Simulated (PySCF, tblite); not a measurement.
# C8H9N: vibronic structure

Wanted: vibronic structure for C8H9N (`C=c1ccc(=CN)cc1`).

Computed with tblite 0.8.0 and PySCF 2.14.0 and routines of our own; the level stands in each step. Atoms count from 0.

## 1. The system as given

18 atoms, charge 0, multiplicity 1; geometry from: force field or distance geometry start.

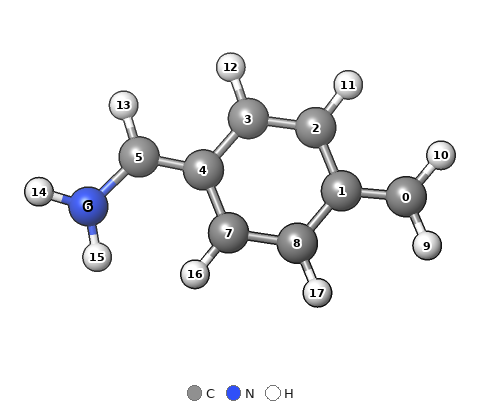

The starting geometry (carbon grey, nitrogen blue, hydrogen white).

## 2. Relaxing the molecule with GFN2-xTB

The job: settings as JSON, then the geometry in Å.

```
{"job": {"kind": "relax", "xc": "GFN2-xTB", "basis": "xTB"}, "charge": 0, "multiplicity": 1}
C     -3.139000     0.370200     0.175800
C     -1.844900     0.199500     0.126700
C     -1.361500    -1.093900     0.263100
C     -0.018600    -1.332100     0.217000
C      0.911700    -0.324200     0.075300
C      2.193400    -0.638200     0.041400
N      3.238800     0.323900    -0.115800
C      0.442600     0.966300    -0.050800
C     -0.930400     1.228200    -0.021100
H     -3.532900     1.374200     0.085500
H     -3.859100    -0.440600     0.299200
H     -2.037400    -1.934100     0.386900
H      0.307900    -2.377500     0.337600
H      2.476800    -1.691400     0.147500
H      4.224600     0.074700     0.178200
H      3.087500     1.279300    -0.486900
H      1.138900     1.778800    -0.176000
H     -1.307200     2.243400    -0.119900
```

Started as:

```console
$ OMP_NUM_THREADS=1 python excited_run.py task.json out
```

This one command runs all jobs of the session in turn.

The log of the run:

```text
step      E/eV     max force
  0    -667.65547    4.458
  1    -668.14849    3.020
  2    -668.31888    0.956
  3    -668.36810    0.623
  4    -668.41050    0.440
  5    -668.43512    0.363
  6    -668.45132    0.311
  7    -668.46272    0.251
  8    -668.47167    0.259
  9    -668.48072    0.253
 10    -668.48840    0.197
 11    -668.49420    0.151
 12    -668.49853    0.158
 13    -668.50204    0.144
 14    -668.50489    0.110
 15    -668.50693    0.097
 16    -668.50835    0.088
 17    -668.50947    0.074
 18    -668.51028    0.063
 19    -668.51083    0.048
 20    -668.51121    0.052
 21    -668.51165    0.051
 22    -668.51222    0.062
 23    -668.51282    0.069
 24    -668.51332    0.045
 25    -668.51371    0.047
 26    -668.51405    0.042
 27    -668.51442    0.053
 28    -668.51484    0.050
 29    -668.51531    0.055
 30    -668.51579    0.052
 31    -668.51618    0.044
 32    -668.51645    0.037
 33    -668.51667    0.028
 34    -668.51687    0.037
 35    -668.51708    0.034
 36    -668.51722    0.025
 37    -668.51730    0.021
 38    -668.51738    0.020
 39    -668.51749    0.031
 40    -668.51760    0.030
 41    -668.51768    0.018
 42    -668.51771    0.012
 43    -668.51774    0.016
 44    -668.51778    0.015
 45    -668.51781    0.011
 46    -668.51783    0.010
```

Wall time 0.26 s (1 thread of Arm Neoverse V2, shared host).

Relaxation path: (not every step is listed)

| step | energy from step 0 (eV) | largest force (eV/Å) |
| --- | --- | --- |
| 0 | 0.0000 | 4.4584 |
| 1 | -0.4930 | 3.0201 |
| 2 | -0.6634 | 0.9562 |
| 3 | -0.7126 | 0.6232 |
| 4 | -0.7550 | 0.4402 |
| 5 | -0.7796 | 0.3626 |
| 6 | -0.7958 | 0.3112 |
| 7 | -0.8072 | 0.2505 |
| 8 | -0.8162 | 0.2588 |
| 11 | -0.8387 | 0.1510 |
| 14 | -0.8494 | 0.1101 |
| 17 | -0.8540 | 0.0744 |
| 20 | -0.8557 | 0.0516 |
| 23 | -0.8573 | 0.0688 |
| 26 | -0.8586 | 0.0417 |
| 29 | -0.8598 | 0.0553 |
| 32 | -0.8610 | 0.0372 |
| 35 | -0.8616 | 0.0338 |
| 38 | -0.8619 | 0.0203 |
| 41 | -0.8622 | 0.0178 |
| 42 | -0.8622 | 0.0122 |
| 43 | -0.8623 | 0.0162 |
| 44 | -0.8623 | 0.0146 |
| 45 | -0.8623 | 0.0110 |
| 46 | -0.8624 | 0.0096 |

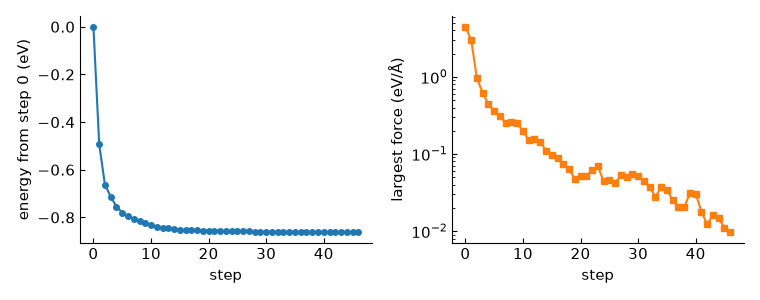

Energy and largest force along the relaxation.

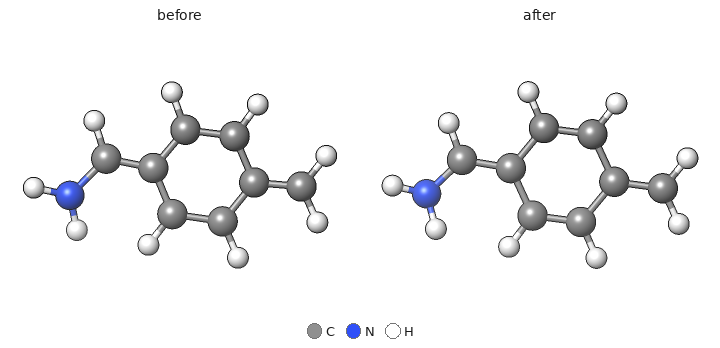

Before and after, at one scale.

Distances of close pairs at the start and the end, largest changes first:

| bond | before (Å) | after (Å) | change (Å) |
| --- | --- | --- | --- |
| C3–C4 | 1.379 | 1.441 | +0.062 |
| C4–C7 | 1.379 | 1.441 | +0.062 |
| C5–N6 | 1.429 | 1.368 | -0.061 |
| C1–C8 | 1.384 | 1.445 | +0.061 |
| C1–C2 | 1.388 | 1.445 | +0.058 |
| C7–C8 | 1.398 | 1.343 | -0.055 |
| N6–H14 | 1.058 | 1.005 | -0.053 |
| C4–C5 | 1.320 | 1.363 | +0.043 |

The end geometry stands in the next job.

## 3. Infrared spectrum with GFN2-xTB

The job: settings as JSON, then the geometry in Å.

```
{"job": {"kind": "ir", "xc": "GFN2-xTB", "basis": "xTB"}, "charge": 0, "multiplicity": 1}
C     -3.211997     0.417814     0.170952
C     -1.885999     0.177652     0.136208
C     -1.339884    -1.152780     0.279741
C     -0.017993    -1.385224     0.243269
C      0.941335    -0.325890     0.055894
C      2.273346    -0.612820     0.023891
N      3.288292     0.270091    -0.225002
C      0.401241     1.003013    -0.083092
C     -0.920768     1.237698    -0.045251
H     -3.606498     1.413660     0.065784
H     -3.926236    -0.375848     0.306384
H     -2.039196    -1.965455     0.419347
H      0.366162    -2.390589     0.354113
H      2.595370    -1.639716     0.134483
H      4.216354     0.009341     0.060202
H      3.075028     1.251909    -0.158315
H      1.085625     1.829610    -0.223874
H     -1.302942     2.243852    -0.151029
```

The log of the run:

```text
mode    cm-1     km/mol
  1      71.2      1.07
  2     186.5      1.95
  3     206.1      1.19
  4     257.4      8.37
  5     355.9      0.28
  6     365.8     43.15
  7     391.8     56.13
  8     403.3      1.72
  9     446.7    163.21
 10     502.8    296.48
 11     527.4     34.89
 12     595.9      0.39
 13     642.4      0.17
 14     675.0      0.75
 15     764.4      6.69
 16     803.3     21.88
 17     812.4     31.24
 18     830.6      0.28
 19     840.7      6.42
 20     851.5      7.55
 21     913.8      0.12
 22     922.5      0.03
 23     955.6      0.04
 24     960.6      3.15
 25    1052.0      4.84
 26    1145.7      8.21
 27    1194.3      7.23
 28    1237.2    118.53
 29    1257.8     75.84
 30    1291.6      9.99
 31    1336.5      1.50
 32    1365.2      5.21
 33    1421.5      4.14
 34    1427.5     14.11
 35    1481.3     30.66
 36    1591.4    301.49
 37    1599.4     20.76
 38    1636.0    342.68
 39    1646.4     53.16
 40    3041.9     34.53
 41    3051.4     18.42
 42    3061.6     26.92
 43    3066.4    112.08
 44    3071.2     53.52
 45    3105.8     18.53
 46    3132.8     52.84
 47    3463.1     27.43
 48    3522.2      2.36
```

It took 0.51 s on 1 thread of Arm Neoverse V2, shared host.

Which atoms move in the most intense modes:

| cm⁻¹ | km/mol | atoms |
| --- | --- | --- |
| 392 | 56.1 | C3 22 %, H14 21 %, H12 13 %, C1 11 % |
| 447 | 163.2 | H14 25 %, C4 21 %, C1 14 % |
| 503 | 296.5 | H15 41 %, N6 19 %, C5 15 % |
| 1237 | 118.5 | C5 17 %, C4 17 %, H17 14 %, H11 13 % |
| 1258 | 75.8 | H13 24 %, C5 13 %, N6 11 %, C4 10 % |
| 1591 | 301.5 | C1 31 %, C0 25 %, C5 16 % |
| 1636 | 342.7 | C4 24 %, C5 20 %, C7 11 %, C3 10 % |
| 3066 | 112.1 | H17 77 % |

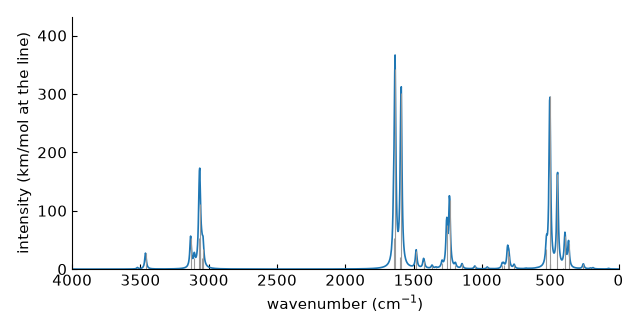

The infrared spectrum from these modes, unscaled. Lines are broadened to a width of 14 cm⁻¹ (Lorentzian).

## 4. Vibronic structure: TDA PBE/def2-SVP

Settings changed since step 3:

```diff
@@ -1,2 +1,2 @@
-{"job": {"kind": "ir", "xc": "GFN2-xTB", "basis": "xTB"}, "charge": 0, "multiplicity": 1}
+{"job": {"kind": "vib", "xc": "PBE", "basis": "def2-SVP", "tda": true}, "charge": 0, "multiplicity": 1}
 C     -3.211997     0.417814     0.170952
```

Method: TDA PBE/def2-SVP vertical-gradient vibronic structure (displaced harmonic oscillators, Condon), gas phase.

The log of the run:

```text
final grid: 68808 points
cycle   1  E = -364.1174734047  dE =  1.195e+00  |g| = 6.237e-01  |ddm| = 5.423e+00
cycle   2  E = -363.6428740320  dE =  4.746e-01  |g| = 1.255e+00  |ddm| = 2.802e+00
cycle   3  E = -364.0793273263  dE = -4.365e-01  |g| = 6.612e-01  |ddm| = 2.568e+00
cycle   4  E = -364.2412736427  dE = -1.619e-01  |g| = 1.063e-01  |ddm| = 1.008e+00
cycle   5  E = -364.2401490493  dE =  1.125e-03  |g| = 1.262e-01  |ddm| = 2.698e-01
cycle   6  E = -364.2445838204  dE = -4.435e-03  |g| = 2.367e-02  |ddm| = 1.508e-01
cycle   7  E = -364.2447214053  dE = -1.376e-04  |g| = 5.102e-03  |ddm| = 2.698e-02
cycle   8  E = -364.2447268787  dE = -5.473e-06  |g| = 1.689e-03  |ddm| = 7.626e-03
cycle   9  E = -364.2447275716  dE = -6.929e-07  |g| = 5.118e-04  |ddm| = 1.915e-03
cycle  10  E = -364.2447276276  dE = -5.603e-08  |g| = 2.685e-04  |ddm| = 7.896e-04
cycle  11  E = -364.2447276450  dE = -1.740e-08  |g| = 1.119e-04  |ddm| = 4.141e-04
cycle  12  E = -364.2447276478  dE = -2.775e-09  |g| = 5.446e-05  |ddm| = 1.658e-04
cycle  13  E = -364.2447276487  dE = -8.715e-10  |g| = 1.570e-05  |ddm| = 7.245e-05
converged SCF energy = -364.2447276487

Singlet excitations (eV, f): 3.696 (0.0392)  4.482 (0.2008)  4.622 (0.6551)  4.818 (0.3167)  5.007 (0.0180)  5.166 (0.0028)

State S1  3.6961 eV  f = 0.03922  H->L+1 0.84, H->L 0.08
  relaxed dipole 3.837 D, largest gradient of the excitation energy 0.0689 Eh/bohr
  mode    cm-1        S   lambda/meV  Raman
   39   1646.4    0.6552     133.7   1.000
   38   1636.0    0.3171      64.3   0.478
   36   1591.4    0.1734      34.2   0.247
    5    355.9    0.6795      30.0   0.048
   27   1194.3    0.1267      18.8   0.102
    8    403.3    0.2919      14.6   0.027
   19    840.7    0.0606       6.3   0.024
   10    502.8    0.0973       6.1   0.014
   37   1599.4    0.0257       5.1   0.037
   15    764.4    0.0500       4.7   0.016
   28   1237.2    0.0282       4.3   0.024
    9    446.7    0.0756       4.2   0.008
  reorganisation energy 0.3457 eV, total S 3.051, 0-0 3.3504 eV
  absorption maximum 3.600 eV, width 0.512 eV

State S3  4.6216 eV  f = 0.65508  H->L 0.41, H-1->L 0.18, H->L+2 0.17
  relaxed dipole 2.708 D, largest gradient of the excitation energy 0.0408 Eh/bohr
  mode    cm-1        S   lambda/meV  Raman
   39   1646.4    0.1179      24.1   1.000
   38   1636.0    0.0672      13.6   0.563
   36   1591.4    0.0397       7.8   0.315
   19    840.7    0.0676       7.0   0.149
    7    391.8    0.1347       6.5   0.065
    9    446.7    0.1144       6.3   0.071
    8    403.3    0.1241       6.2   0.063
   31   1336.5    0.0372       6.2   0.208
   27   1194.3    0.0275       4.1   0.123
   47   3463.1    0.0070       3.0   0.262
   10    502.8    0.0467       2.9   0.037
    6    365.8    0.0568       2.6   0.024
  reorganisation energy 0.1079 eV, total S 1.310, 0-0 4.5136 eV
  absorption maximum 4.520 eV, width 0.094 eV

State S4  4.8177 eV  f = 0.31671  H-1->L 0.70, H->L 0.16
  relaxed dipole 4.312 D, largest gradient of the excitation energy 0.0549 Eh/bohr
  mode    cm-1        S   lambda/meV  Raman
    8    403.3    1.6718      83.6   0.379
   39   1646.4    0.2648      54.1   1.000
    5    355.9    0.6522      28.8   0.115
   38   1636.0    0.1162      23.6   0.433
   11    527.4    0.2923      19.1   0.113
   37   1599.4    0.0680      13.5   0.242
   27   1194.3    0.0861      12.7   0.171
   36   1591.4    0.0332       6.6   0.117
    3    206.1    0.2002       5.1   0.012
    7    391.8    0.0550       2.7   0.012
   10    502.8    0.0407       2.5   0.014
    9    446.7    0.0402       2.2   0.011
  reorganisation energy 0.2669 eV, total S 3.631, 0-0 4.5508 eV
  absorption maximum 4.701 eV, width 0.394 eV

State T1  1.7572 eV  f = 0.00000  H->L 0.99
  relaxed dipole 3.504 D, largest gradient of the excitation energy 0.0665 Eh/bohr
  mode    cm-1        S   lambda/meV  Raman
   36   1591.4    0.4910      96.9   1.000
   39   1646.4    0.1764      36.0   0.385
   27   1194.3    0.1922      28.5   0.220
   38   1636.0    0.1303      26.4   0.280
   11    527.4    0.2324      15.2   0.052
   37   1599.4    0.0681      13.5   0.140
    8    403.3    0.2246      11.2   0.029
   32   1365.2    0.0524       8.9   0.079
   35   1481.3    0.0448       8.2   0.079
   33   1421.5    0.0167       2.9   0.027
   19    840.7    0.0194       2.0   0.011
   28   1237.2    0.0121       1.8   0.015
  reorganisation energy 0.2617 eV, total S 1.841, 0-0 1.4954 eV
  absorption maximum 1.695 eV, width 0.430 eV
```

Run time: 38 s. Hardware: 1 thread of Arm Neoverse V2, shared host; peak memory 0.79 GiB.

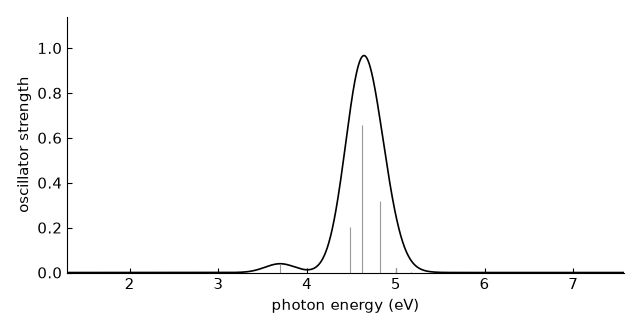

Absorption lines of the singlets. Lines are broadened to a width of 0.40 eV (Gaussian).

## 5. Vibronic structure: TDA wB97X/6-31G*

Settings changed since step 4:

```diff
@@ -1,2 +1,2 @@
-{"job": {"kind": "vib", "xc": "PBE", "basis": "def2-SVP", "tda": true}, "charge": 0, "multiplicity": 1}
+{"job": {"kind": "vib", "xc": "wB97X", "basis": "6-31G*", "tda": true, "temperature": 400, "grid": 2, "nbright": 1}, "charge": 0, "multiplicity": 1}
 C     -3.211997     0.417814     0.170952
```

With the program's defaults for keys left out, this is: TDA wB97X/6-31G* vertical-gradient vibronic structure (displaced harmonic oscillators, Condon), gas phase.

The log of the run:

```text
coarse grid: 15336 points
cycle   1  E = -364.8766096216  dE =  2.147e+00  |g| = 3.976e-01  |ddm| = 4.242e+00
cycle   2  E = -364.9075932407  dE = -3.098e-02  |g| = 3.187e-01  |ddm| = 9.231e-01
cycle   3  E = -364.9342790211  dE = -2.669e-02  |g| = 7.897e-02  |ddm| = 4.435e-01
cycle   4  E = -364.9364309925  dE = -2.152e-03  |g| = 3.238e-02  |ddm| = 1.277e-01
cycle   5  E = -364.9367966248  dE = -3.656e-04  |g| = 8.740e-03  |ddm| = 4.915e-02
cycle   6  E = -364.9368454306  dE = -4.881e-05  |g| = 4.078e-03  |ddm| = 1.734e-02
cycle   7  E = -364.9368594448  dE = -1.401e-05  |g| = 1.532e-03  |ddm| = 1.157e-02
cycle   8  E = -364.9368607347  dE = -1.290e-06  |g| = 6.045e-04  |ddm| = 3.761e-03
final grid: 149008 points
cycle   9  E = -364.8567589697  dE = -1.077e-04  |g| = 4.682e-03  |ddm| = 4.185e-02
cycle  10  E = -364.8567626151  dE = -3.645e-06  |g| = 3.563e-03  |ddm| = 7.022e-03
cycle  11  E = -364.8567651856  dE = -2.571e-06  |g| = 5.442e-04  |ddm| = 2.617e-03
cycle  12  E = -364.8567652708  dE = -8.515e-08  |g| = 2.629e-04  |ddm| = 8.513e-04
cycle  13  E = -364.8567652890  dE = -1.820e-08  |g| = 4.753e-05  |ddm| = 3.368e-04
cycle  14  E = -364.8567652901  dE = -1.165e-09  |g| = 3.135e-05  |ddm| = 1.086e-04
cycle  15  E = -364.8567652906  dE = -4.542e-10  |g| = 7.479e-06  |ddm| = 7.740e-05
converged SCF energy = -364.8567652906

Singlet excitations (eV, f): 4.547 (1.0237)  4.898 (0.4236)  5.943 (0.0313)  6.510 (0.0012)  6.802 (0.0242)  7.016 (0.0002)

State S1  4.5470 eV  f = 1.02371  H->L 0.73, H->L+1 0.21
  relaxed dipole 4.503 D, largest gradient of the excitation energy 0.0677 Eh/bohr
  mode    cm-1        S   lambda/meV  Raman
   38   1636.0    0.3375      68.5   1.000
    5    355.9    1.4633      64.6   0.205
   39   1646.4    0.2432      49.6   0.730
   36   1591.4    0.2300      45.4   0.645
   37   1599.4    0.1657      32.9   0.469
   11    527.4    0.3638      23.8   0.112
   27   1194.3    0.1577      23.3   0.249
   31   1336.5    0.0942      15.6   0.186
   10    502.8    0.2439      15.2   0.068
   35   1481.3    0.0531       9.8   0.129
   32   1365.2    0.0361       6.1   0.074
    9    446.7    0.1052       5.8   0.023
  reorganisation energy 0.3862 eV, total S 4.212, 0-0 4.1608 eV
  absorption maximum 4.459 eV, width 0.578 eV

State S2  4.8980 eV  f = 0.42355  H->L+1 0.78, H->L 0.19
  relaxed dipole 4.963 D, largest gradient of the excitation energy 0.0934 Eh/bohr
  mode    cm-1        S   lambda/meV  Raman
   39   1646.4    0.7055     144.0   1.000
   36   1591.4    0.5962     117.6   0.790
   38   1636.0    0.5629     114.2   0.788
    3    206.1    1.0668      27.3   0.024
   27   1194.3    0.1674      24.8   0.125
    5    355.9    0.3582      15.8   0.024
   11    527.4    0.1954      12.8   0.028
    8    403.3    0.2481      12.4   0.021
   33   1421.5    0.0702      12.4   0.074
    9    446.7    0.1999      11.1   0.021
   30   1291.6    0.0549       8.8   0.048
   10    502.8    0.1223       7.6   0.016
  reorganisation energy 0.5406 eV, total S 4.694, 0-0 4.3574 eV
  absorption maximum 4.819 eV, width 0.694 eV

State T1  1.8022 eV  f = 0.00000  H->L 0.94
  relaxed dipole 2.991 D, largest gradient of the excitation energy 0.0896 Eh/bohr
  mode    cm-1        S   lambda/meV  Raman
   36   1591.4    0.9459     186.6   1.000
   39   1646.4    0.3528      72.0   0.399
   38   1636.0    0.3399      69.0   0.380
   27   1194.3    0.3639      53.9   0.217
   37   1599.4    0.1307      25.9   0.140
   11    527.4    0.2844      18.6   0.033
    8    403.3    0.3265      16.3   0.022
   35   1481.3    0.0876      16.1   0.080
   32   1365.2    0.0840      14.2   0.065
   19    840.7    0.1031      10.7   0.030
   33   1421.5    0.0347       6.1   0.029
   28   1237.2    0.0199       3.1   0.013
  reorganisation energy 0.5081 eV, total S 3.309, 0-0 1.2941 eV
  absorption maximum 1.694 eV, width 0.636 eV
```

Run time: 67 s. Hardware: 1 thread of Arm Neoverse V2, shared host; peak memory 0.89 GiB.

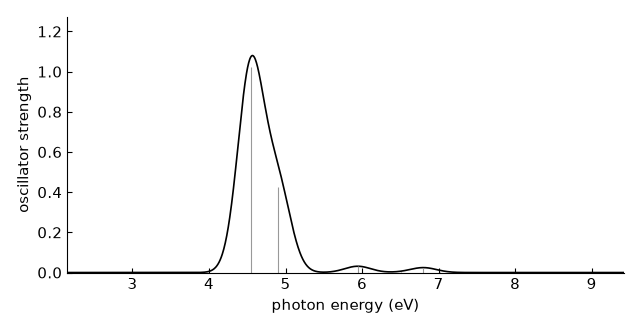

Absorption lines of the singlets. Lines are broadened to a width of 0.40 eV (Gaussian).

## 6. Outcome

| quantity | value |
| --- | --- |
| strongest single infrared mode (GFN2-xTB) | 1636 cm⁻¹, 343 km/mol |
| zero-point energy (GFN2-xTB) | 90.8 kcal/mol |
| S1: vertical, reorganisation, 0-0, total S (step 4, TDA PBE/def2-SVP, modes from GFN2-xTB) | 3.70, 0.35, 3.35 eV; 3.1 |
| S3: vertical, reorganisation, 0-0, total S (step 4, TDA PBE/def2-SVP, modes from GFN2-xTB) | 4.62, 0.11, 4.51 eV; 1.3 |
| S4: vertical, reorganisation, 0-0, total S (step 4, TDA PBE/def2-SVP, modes from GFN2-xTB) | 4.82, 0.27, 4.55 eV; 3.6 |
| S1: vertical, reorganisation, 0-0, total S (step 5, TDA wB97X/6-31G*, modes from GFN2-xTB) | 4.55, 0.39, 4.16 eV; 4.2 |
| S2: vertical, reorganisation, 0-0, total S (step 5, TDA wB97X/6-31G*, modes from GFN2-xTB) | 4.90, 0.54, 4.36 eV; 4.7 |
| T1: vertical, reorganisation, 0-0, total S (step 5, TDA wB97X/6-31G*, modes from GFN2-xTB) | 1.80, 0.51, 1.29 eV; 3.3 |

What this shows: No mode is imaginary among the 48: a minimum at this level. The strongest single mode, at 1636 cm⁻¹, is spread over many atoms; the largest shares are those of C4, C5. Unscaled tight-binding wavenumbers are off by several per cent, some by more. Its intensities can rank the bands wrongly. The vibronic model keeps the ground-state modes (from xTB) and shifts them along the gradient alone, so it can miss much of the relaxation that a full optimisation finds.
